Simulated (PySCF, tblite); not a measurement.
**C2H5NO4Si: geometry, infrared bands and NMR shifts**

Aim: predict the infrared bands and NMR shifts of C2H5NO4Si (`C=N[Si](O)(O)OC=O`).

Computed with tblite 0.8.0 and PySCF 2.14.0, with density-fitted response routines of our own, on a single molecule in the gas phase. Atoms are numbered from 0 throughout.

## 1. Starting geometry

13 atoms, charge 0, multiplicity 1; geometry from: force field or distance geometry start.

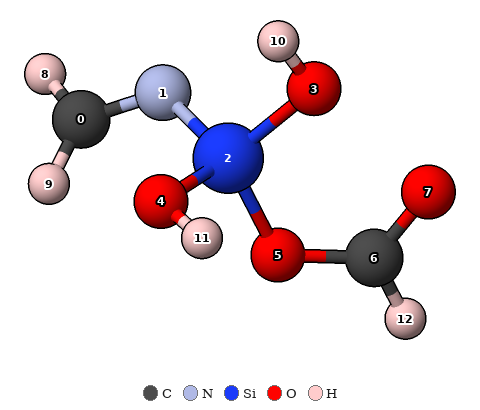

The starting geometry (carbon dark grey, nitrogen light blue, silicon blue, oxygen red, hydrogen pink), atoms numbered; sticks join atoms by distance.

## 2. Relaxing the molecule with GFN2-xTB

What the job is given:

```
{"job": {"kind": "relax", "xc": "GFN2-xTB", "basis": "xTB"}, "charge": 0, "multiplicity": 1}
C      2.433800    -0.719400    -0.032300
N      1.515000    -0.191000     0.682400
Si     0.038400     0.401600    -0.034200
O     -0.741700     1.548000     1.016400
O      0.300100     1.239100    -1.511700
O     -1.011800    -0.931100    -0.402200
C     -2.173100    -1.086700     0.324200
O     -2.509300    -0.286400     1.258500
H      3.328900    -1.069600     0.501800
H      2.336300    -0.823500    -1.113500
H     -0.116700     2.311200     1.062500
H     -0.574700     1.547400    -1.870400
H     -2.829600    -1.939000     0.100800
```

Command:

```sh
$ OMP_NUM_THREADS=1 python probes_run.py task.json out
```

The driver reads the jobs from task.json and runs them one after another.

The program printed:

```text
step      E/eV     max force
  0    -756.99773    5.604
  1    -757.42290    6.517
  2    -757.74737    1.078
  3    -757.83418    0.835
  4    -757.90036    0.736
  5    -757.93465    0.779
  6    -757.97333    0.745
  7    -758.01823    0.814
  8    -758.03955    0.508
  9    -758.05905    0.452
 10    -758.07420    0.438
 11    -758.08817    0.329
 12    -758.09740    0.210
 13    -758.10364    0.263
 14    -758.10970    0.263
 15    -758.11592    0.265
 16    -758.12014    0.176
 17    -758.12204    0.120
 18    -758.12305    0.116
 19    -758.12423    0.113
 20    -758.12579    0.154
 21    -758.12768    0.147
 22    -758.12985    0.162
 23    -758.13231    0.183
 24    -758.13485    0.151
 25    -758.13702    0.135
 26    -758.13895    0.134
 27    -758.14149    0.211
 28    -758.14583    0.326
 29    -758.13836    1.111
 30    -758.15413    0.228
 31    -758.15771    0.146
 32    -758.15996    0.643
 33    -758.16325    0.077
 34    -758.16440    0.110
 35    -758.16504    0.679
 36    -758.16835    0.154
 37    -758.16966    0.144
 38    -758.17229    0.321
 39    -758.17377    0.125
 40    -758.17635    0.163
 41    -758.17695    0.740
 42    -758.18543    0.320
 43    -758.19204    0.165
 44    -758.07682    2.796
 45    -758.19784    0.154
 46    -758.20230    0.162
 47    -758.16830    2.289
 48    -758.21471    0.197
 49    -758.22092    0.337
 50    -758.22348    1.451
 51    -758.23448    0.600
 52    -758.23961    0.553
 53    -758.26447    0.783
 54    -758.27502    0.288
 55    -758.28832    0.403
 56    -758.30278    0.358
 57    -758.31248    0.220
 58    -758.31588    0.671
 59    -758.32586    0.424
 60    -758.33206    0.205
 61    -758.34261    0.216
 62    -758.34584    0.199
 63    -758.35167    0.184
 64    -758.35521    0.141
 65    -758.35796    0.132
 66    -758.35944    0.148
 67    -758.36091    0.138
 68    -758.36274    0.157
 69    -758.36513    0.156
 70    -758.36766    0.102
 71    -758.36889    0.111
 72    -758.36987    0.114
 73    -758.37100    0.099
 74    -758.37187    0.076
 75    -758.37249    0.069
 76    -758.37302    0.098
 77    -758.37366    0.102
 78    -758.37434    0.077
 79    -758.37481    0.049
 80    -758.37504    0.045
 81    -758.37517    0.046
 82    -758.37534    0.047
 83    -758.37562    0.058
 84    -758.37608    0.068
 85    -758.37681    0.091
 86    -758.37780    0.090
 87    -758.37888    0.107
 88    -758.37982    0.063
 89    -758.38032    0.080
 90    -758.38063    0.047
 91    -758.38077    0.042
 92    -758.38089    0.039
 93    -758.38098    0.035
 94    -758.38113    0.035
 95    -758.38129    0.035
 96    -758.38145    0.030
 97    -758.38158    0.027
 98    -758.38169    0.027
 99    -758.38179    0.026
100    -758.38193    0.027
101    -758.38213    0.033
102    -758.38237    0.035
103    -758.38254    0.022
104    -758.38261    0.034
105    -758.38264    0.022
106    -758.38266    0.023
107    -758.38270    0.025
108    -758.38275    0.027
109    -758.38284    0.036
110    -758.38298    0.046
111    -758.38320    0.065
112    -758.38341    0.066
113    -758.38355    0.032
114    -758.38361    0.011
115    -758.38362    0.008
```

Run time: 1.1 s. Hardware: 1 thread of Arm Neoverse N1, shared host; peak memory 0.18 GiB.

Step by step: (not every step is listed)

| step | energy from step 0 (eV) | largest force (eV/Å) |
| --- | --- | --- |
| 0 | 0.0000 | 5.6040 |
| 1 | -0.4252 | 6.5165 |
| 2 | -0.7496 | 1.0779 |
| 3 | -0.8364 | 0.8352 |
| 4 | -0.9026 | 0.7360 |
| 5 | -0.9369 | 0.7790 |
| 6 | -0.9756 | 0.7448 |
| 7 | -1.0205 | 0.8137 |
| 8 | -1.0418 | 0.5077 |
| 18 | -1.1253 | 0.1162 |
| 28 | -1.1481 | 0.3257 |
| 38 | -1.1746 | 0.3210 |
| 48 | -1.2170 | 0.1973 |
| 58 | -1.3181 | 0.6709 |
| 68 | -1.3650 | 0.1571 |
| 78 | -1.3766 | 0.0771 |
| 88 | -1.3821 | 0.0626 |
| 98 | -1.3840 | 0.0269 |
| 108 | -1.3850 | 0.0273 |
| 110 | -1.3852 | 0.0457 |
| 111 | -1.3855 | 0.0648 |
| 112 | -1.3857 | 0.0655 |
| 113 | -1.3858 | 0.0318 |
| 114 | -1.3859 | 0.0112 |
| 115 | -1.3859 | 0.0077 |

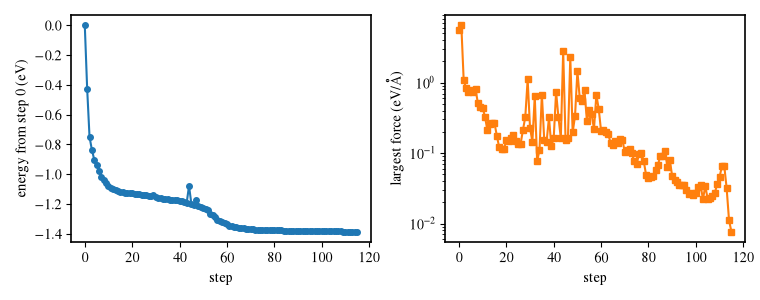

Energy and largest force along the relaxation.

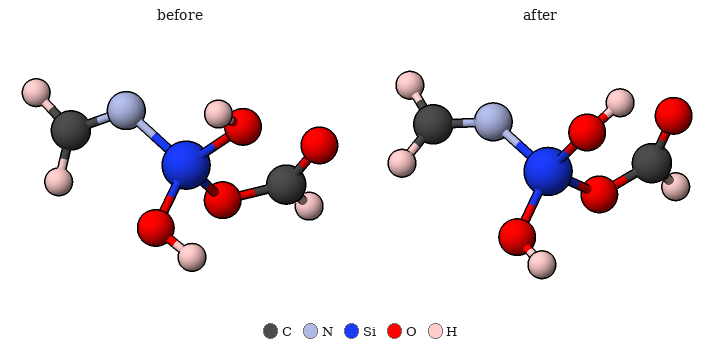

Before and after, at one scale.

Distances of close pairs at the start and the end, largest changes first:

| bond | before (Å) | after (Å) | change (Å) |
| --- | --- | --- | --- |
| Si2–O3 | 1.740 | 1.615 | -0.125 |
| Si2–O4 | 1.718 | 1.614 | -0.104 |
| C6–O7 | 1.275 | 1.198 | -0.077 |
| O5–C6 | 1.379 | 1.304 | -0.075 |
| Si2–O5 | 1.736 | 1.690 | -0.047 |
| O4–H11 | 0.994 | 0.955 | -0.039 |
| C0–N1 | 1.278 | 1.248 | -0.030 |
| O3–H10 | 0.988 | 0.961 | -0.027 |

The final coordinates are the input of the step that follows.

## 3. Vibrational analysis with GFN2-xTB

What the job is given:

```
{"job": {"kind": "ir", "xc": "GFN2-xTB", "basis": "xTB"}, "charge": 0, "multiplicity": 1}
C      2.463032    -0.686348    -0.044531
N      1.323983    -0.394111     0.374733
Si    -0.001171     0.476629    -0.293074
O     -0.418486     1.720592     0.648841
O      0.225850     0.977830    -1.810450
O     -1.245738    -0.665033    -0.342018
C     -2.096429    -0.876169     0.623425
O     -2.170936    -0.271487     1.654838
H      3.126537    -1.254200     0.602574
H      2.850810    -0.411085    -1.027105
H     -0.893157     1.508012     1.456377
H     -0.387297     1.580302    -2.227445
H     -2.781385    -1.704446     0.366106
```

The program printed:

```text
mode    cm-1     km/mol
  1      44.5      0.18
  2      80.8      5.45
  3     124.5      8.63
  4     146.1      1.29
  5     163.9      6.76
  6     204.6     68.37
  7     227.8     13.39
  8     239.4      6.98
  9     275.2     90.42
 10     323.3     59.67
 11     363.0     37.70
 12     441.8    167.66
 13     503.3     11.99
 14     617.5     75.16
 15     735.0     73.32
 16     755.0    156.57
 17     825.3    272.35
 18     889.2    182.65
 19     940.7    409.41
 20     949.2     22.34
 21     982.2    238.36
 22    1011.6     12.43
 23    1149.3     18.73
 24    1218.9    454.20
 25    1372.8     21.11
 26    1437.3      0.43
 27    1768.1    621.40
 28    1783.1    101.55
 29    2803.9    123.20
 30    2909.8     74.81
 31    2981.8     37.51
 32    3552.4     89.04
 33    3638.4     34.93
```

Run time: 0.62 s. Hardware: 1 thread of Arm Neoverse N1, shared host; peak memory 0.18 GiB.

The strongest bands and the atoms that carry them (share of the mass-weighted mode):

| cm⁻¹ | km/mol | atoms |
| --- | --- | --- |
| 442 | 167.7 | H10 82 %, O3 11 % |
| 755 | 156.6 | Si2 30 %, N1 25 % |
| 825 | 272.4 | H11 67 %, O4 21 % |
| 889 | 182.7 | H10 70 % |
| 941 | 409.4 | Si2 39 %, O3 30 % |
| 982 | 238.4 | Si2 46 %, O4 26 %, O3 18 % |
| 1219 | 454.2 | O5 49 %, C6 42 % |
| 1768 | 621.4 | C6 53 %, O7 34 % |

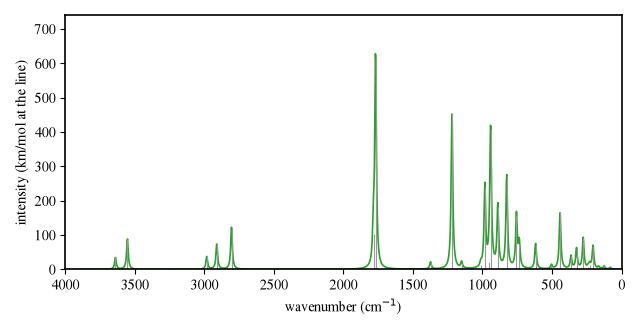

The infrared spectrum from these modes, unscaled. Lines are broadened to a width of 14 cm⁻¹ (Lorentzian).

## 4. Nuclear shieldings: PBE0/pcSseg-1

Same as in step 3 but for these lines:

```diff
@@ -1,2 +1,2 @@
-{"job": {"kind": "ir", "xc": "GFN2-xTB", "basis": "xTB"}, "charge": 0, "multiplicity": 1}
+{"job": {"kind": "nmr", "xc": "PBE0", "basis": "pcSseg-1"}, "charge": 0, "multiplicity": 1}
 C      2.463032    -0.686348    -0.044531
```

With the program's defaults for keys left out, this is: GIAO PBE0/pcSseg-1 NMR shielding, non-relativistic, gas phase.

The program printed:

```text
coarse grid: 12304 points
cycle   1  E = -723.4893749540  dE =  1.529e+00  |g| = 1.284e+00  |ddm| = 3.408e+00
cycle   2  E = -723.0602254931  dE =  4.291e-01  |g| = 1.997e+00  |ddm| = 1.820e+00
cycle   3  E = -723.7620818995  dE = -7.019e-01  |g| = 3.217e-01  |ddm| = 1.240e+00
cycle   4  E = -723.7801120970  dE = -1.803e-02  |g| = 8.928e-02  |ddm| = 2.185e-01
cycle   5  E = -723.7813729623  dE = -1.261e-03  |g| = 2.115e-02  |ddm| = 5.314e-02
cycle   6  E = -723.7814615318  dE = -8.857e-05  |g| = 7.990e-03  |ddm| = 1.787e-02
cycle   7  E = -723.7814734637  dE = -1.193e-05  |g| = 3.214e-03  |ddm| = 6.317e-03
cycle   8  E = -723.7814755483  dE = -2.085e-06  |g| = 5.264e-04  |ddm| = 2.322e-03
final grid: 117032 points
cycle   9  E = -723.8659649045  dE = -1.601e-05  |g| = 1.260e-02  |ddm| = 1.803e-02
cycle  10  E = -723.8659282674  dE =  3.664e-05  |g| = 1.907e-02  |ddm| = 1.720e-02
cycle  11  E = -723.8659919448  dE = -6.368e-05  |g| = 2.257e-03  |ddm| = 1.071e-02
cycle  12  E = -723.8659929196  dE = -9.748e-07  |g| = 3.676e-04  |ddm| = 1.372e-03
cycle  13  E = -723.8659929408  dE = -2.117e-08  |g| = 1.294e-04  |ddm| = 2.729e-04
cycle  14  E = -723.8659929440  dE = -3.231e-09  |g| = 5.018e-05  |ddm| = 9.828e-05
cycle  15  E = -723.8659929445  dE = -4.829e-10  |g| = 1.478e-05  |ddm| = 4.097e-05
converged SCF energy = -723.8659929445

GIAO shielding tensors (ppm)
atom      isotropic    diamagn.    paramagn.     s11        s22        s33       span
  0 C        9.714     251.651    -241.937    -82.903    -20.250    132.294    215.197
  1 N     -146.442     333.625    -480.068   -524.494   -167.924    253.092    777.586
  2 Si     421.901     883.914    -462.013    384.016    409.770    471.916     87.900
  3 O      270.786     391.817    -121.031    243.501    266.887    301.970     58.469
  4 O      295.035     389.684     -94.649    265.937    292.496    326.674     60.737
  5 O      102.405     403.505    -301.100    -44.310    163.891    187.633    231.943
  6 C       20.909     244.215    -223.307    -79.562     62.861     79.428    158.990
  7 O     -105.964     402.960    -508.924   -369.067   -214.034    265.210    634.277
  8 H       23.064      28.440      -5.375     21.673     23.078     24.442      2.769
  9 H       22.922      29.452      -6.530     20.918     21.210     26.638      5.720
 10 H       27.540      33.235      -5.695     18.169     23.510     40.941     22.772
 11 H       29.013      31.311      -2.297     21.312     23.224     42.504     21.192
 12 H       23.619      25.803      -2.184     18.953     23.463     28.439      9.486
```

It took 47 s on 1 thread of Arm Neoverse N1, shared host; peak memory 0.75 GiB.

Shifts follow as δ = σ(reference) − σ, with reference shieldings (ppm) from runs at the same level and on the same kind of geometry: 1H TMS 31.72, 13C TMS 186.9, 29Si TMS 349.2, 15N NH3 267.7, 17O H2O 336.1. The references are single molecules in the gas phase, so shifts against H2O, NH3, PH3, H3PO4 or CFCl3 are not on the usual liquid scales and can be off by tens of ppm. Atoms listed in one row are averaged.

| atoms | environment | σ (ppm) | δ (ppm) | δ scaled to CDCl3 |
| --- | --- | --- | --- | --- |
| C0 | C=N carbon | 9.7 | 177.2 | 171.0 |
| C6 | carbonyl carbon | 20.9 | 166.0 | 160.1 |
| H9 | hydrogen on a C=N carbon | 22.92 | 8.79 | 8.40 |
| H8 | hydrogen on a C=N carbon | 23.06 | 8.65 | 8.26 |
| H12 | hydrogen on a carbonyl carbon | 23.62 | 8.10 | 7.74 |
| H10, H11 | hydrogen on an oxygen bonded to Si | 28.28 | 3.44 | – |
| N1 | imine nitrogen | -146.4 | 414.2 | – |
| Si2 | silicon bonded to N, 3 O | 421.9 | -72.7 | – |
| O7 | carbonyl oxygen | -106.0 | 442.0 | – |
| O5 | oxygen bonded to C, Si | 102.4 | 233.7 | – |
| O3, O4 | oxygen bonded to Si, H | 282.9 | 53.2 | – |

The scaled column applies a straight-line fit of computed shieldings to shifts measured in CDCl3 (root-mean-square error 0.16 ppm for H, 1.9 ppm for C).

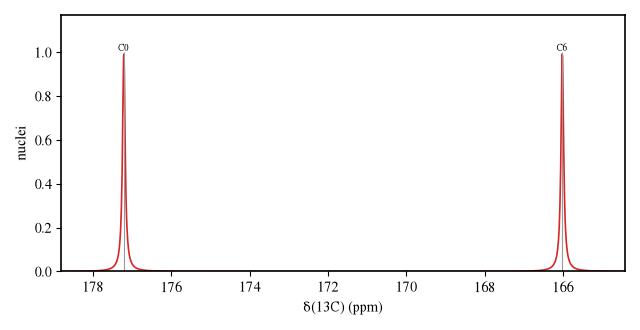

13C lines at the computed shifts, without couplings. Lines are broadened to a width of 0.08 ppm (Lorentzian).

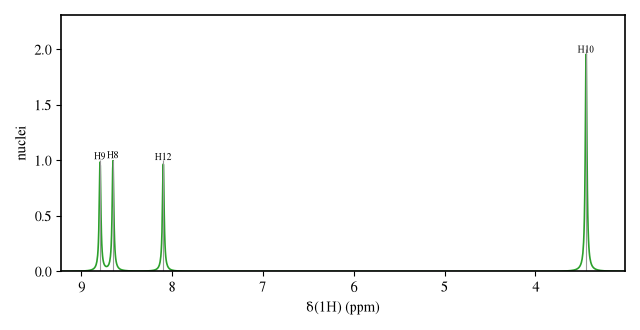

1H lines at the computed shifts, without couplings. Lines are broadened to a width of 0.02 ppm (Lorentzian).

The run also stored atomic charges by several schemes (e):

| atoms | Mulliken | IAO | Hirshfeld | ESP fit |
| --- | --- | --- | --- | --- |
| C0 | 0.08 | -0.05 | 0.05 | 0.29 |
| N1 | -0.56 | -0.55 | -0.24 | -0.67 |
| Si2 | 1.24 | 1.65 | 0.55 | 1.42 |
| O3, O4 | -0.54 | -0.79 | -0.31 | -0.78 |
| O5 | -0.55 | -0.58 | -0.19 | -0.60 |
| C6 | 0.45 | 0.42 | 0.19 | 0.63 |
| O7 | -0.43 | -0.46 | -0.24 | -0.56 |

Hirshfeld charges:

C0 0.05; N1 -0.24; Si2 0.55; O3 -0.31; O4 -0.30; O5 -0.19; C6 0.19; O7 -0.24; H8 0.05; H9 0.05; H10 0.16; H11 0.19; H12 0.06

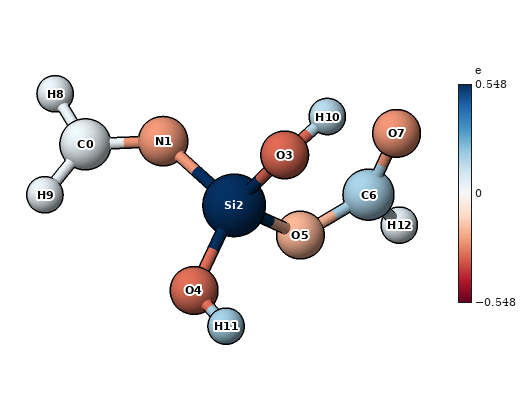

Hirshfeld charges, as colours on the atoms.

Mayer bond orders: C0–N1 1.95, N1–Si2 1.01, Si2–O3 1.12, Si2–O4 1.09, Si2–O5 0.79, O5–C6 1.14, C6–O7 1.94.

Orbitals, density, ELF and potential are computed afterwards from the orbital file.

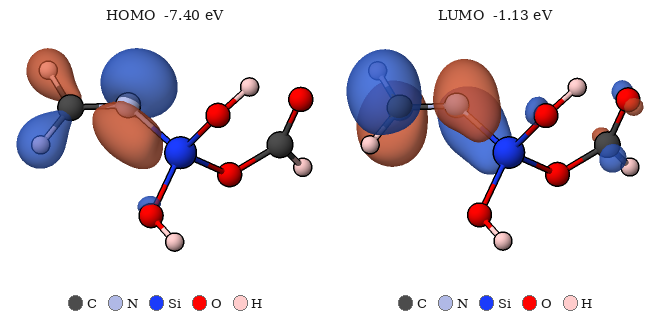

PBE0/pcSseg-1 orbitals near the gap, drawn at the value that encloses 70 % of each; the two colours are the two signs.

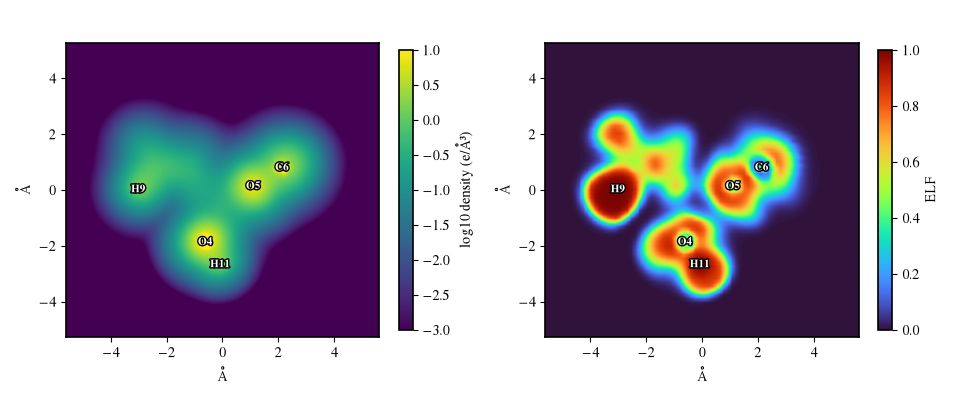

Density (left) and ELF (right) in a plane through or near 5 of the atoms.

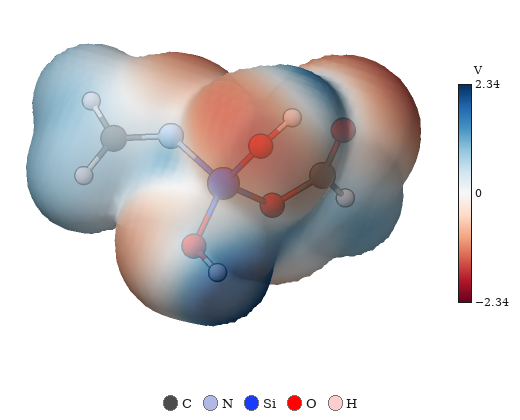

Electrostatic potential on the surface of density 0.002 e/bohr³; red is low, blue high. It runs from -1.43 V near O7 to 2.34 V near H11.

## 5. Outcome

| quantity | value |
| --- | --- |
| strongest single infrared mode (GFN2-xTB) | 1768 cm⁻¹, 621 km/mol |
| zero-point energy (GFN2-xTB) | 50.7 kcal/mol |
| 13C shifts against TMS (PBE0/pcSseg-1) | 177.2, 166.0 ppm |
| 1H shifts against TMS (PBE0/pcSseg-1, means over atoms taken as alike) | 8.79, 8.65, 8.10, 3.44 ppm |
| 15N shifts against NH3 (PBE0/pcSseg-1) | 414.2 ppm |
| 29Si shifts against TMS (PBE0/pcSseg-1) | -72.7 ppm |
| 17O shifts against H2O (PBE0/pcSseg-1, means over atoms taken as alike) | 442.0, 233.7, 53.2 ppm |
| surface potential, least and greatest | -1.43 V and 2.34 V |

The optimisation took 115 steps and gained 1.386 eV; among the close pairs (by a distance rule), Si2–O3 changed most, from 1.740 to 1.615 Å. No mode is imaginary among the 33: a minimum at this level. The strongest single mode, at 1768 cm⁻¹, moves mainly C6 and O7. Unscaled tight-binding wavenumbers are off by several per cent, some by more. Its intensities can rank the bands wrongly. At PBE0/pcSseg-1: Shielding is most anisotropic at N1 (span 778 ppm, paramagnetic term -480 ppm). By nearest atom (PBE0/pcSseg-1), the HOMO sits on N1 66 %; H8, H9 about 11 % each and the LUMO on C0 36 %; N1 31 %.
